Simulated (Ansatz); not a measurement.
**ClGeHO···H2: density, localisation and related maps**

Input file:

```
crystal:
  periodic: [false, false, false]
  atoms:
    - { symbol: Ge, position_ang: [-0.090068, -0.098312, -1.006937] }
    - { symbol: H, position_ang: [1.177395, -0.167488, 1.43541] }
    - { symbol: H, position_ang: [1.739838, 0.054943, 1.045339] }
    - { symbol: Cl, position_ang: [-1.161584, 1.817585, -0.701368] }
    - { symbol: O, position_ang: [-1.179467, -1.108005, 0.004107] }
    - { symbol: H, position_ang: [-0.917814, -2.041523, 0.012849] }
basis:
  gaussian: { orbitals: def2-SVP }
hamiltonian:
  xc: b3lyp
relax:
  f_tol: 0.03
  max_steps: 50
output:
  orbitals: {}
```

Launched as:

```sh
ansatz run input.yaml --threads 1 --pin off --max-ram 2048MiB --backend cpu --events-out ev --progress --plain --runs-dir out
```

The fields are those of the run's last geometry, not of the input's.

Level of theory: RKS B3LYP/def2-SVP in Ansatz.

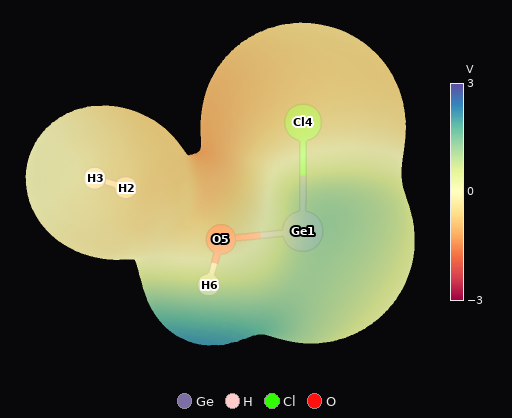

Figure 1. The electrostatic potential painted on the density surface at 0.001 e/bohr³, seen at a tilt; the colour scale runs from red (negative) to blue (positive).

Where is the surface potential most negative and most positive?

Answer. The most negative region (about −1.2 V) lies over O5, the most positive (about +2.2 V) over H6. O5 is the likeliest acceptor of a hydrogen bond.

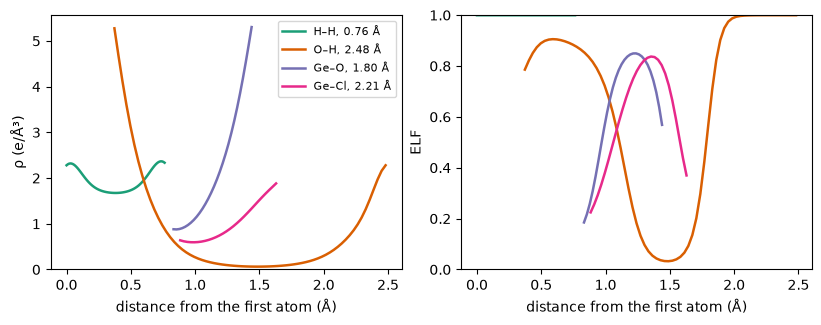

Figure 2. Total electron density and electron localisation function along straight lines between neighbouring atoms. The curves leave out the atomic cores.

Compare the contacts.

Answer. H–H (0.76 Å): ρ is about 1.7 e/Å³ halfway; the ELF peaks at about 1 between the atoms.
O5···H2 (2.48 Å): the density falls to about 0.06 e/Å³ on the way; the ELF dips to about 0.05 between them; a non-bonded, intermolecular contact.
Ge–O (1.80 Å): the density is about 0.9 e/Å³ at the midpoint; the ELF peaks at about 0.85 in the valence shell of O, 0.6 Å from its nucleus, and is about 0.30 at the midpoint.
Ge–Cl (2.21 Å): ρ is about 0.65 e/Å³ halfway; the ELF peaks at about 0.85 in the valence shell of Cl, 0.9 Å from its nucleus, and is about 0.60 at the midpoint.

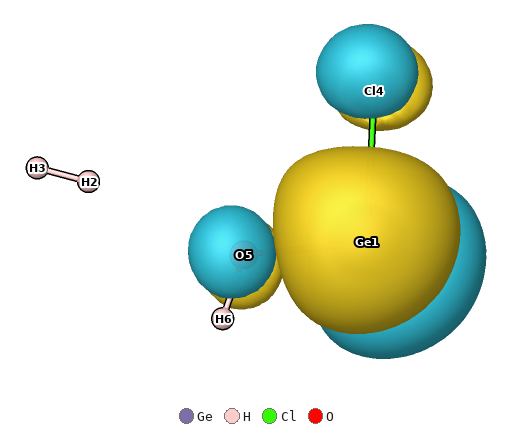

Figure 3. The LUMO at ±0.1 Å⁻³ᐟ² (yellow and cyan are the two phases), seen across its widest extent.

Describe this orbital and give its energy.

Answer. By Hirshfeld shares it lies mainly on Ge1 (about 80 %), O5 (about 10 %) and Cl4 (about 10 %). Its energy is −2.48 eV.
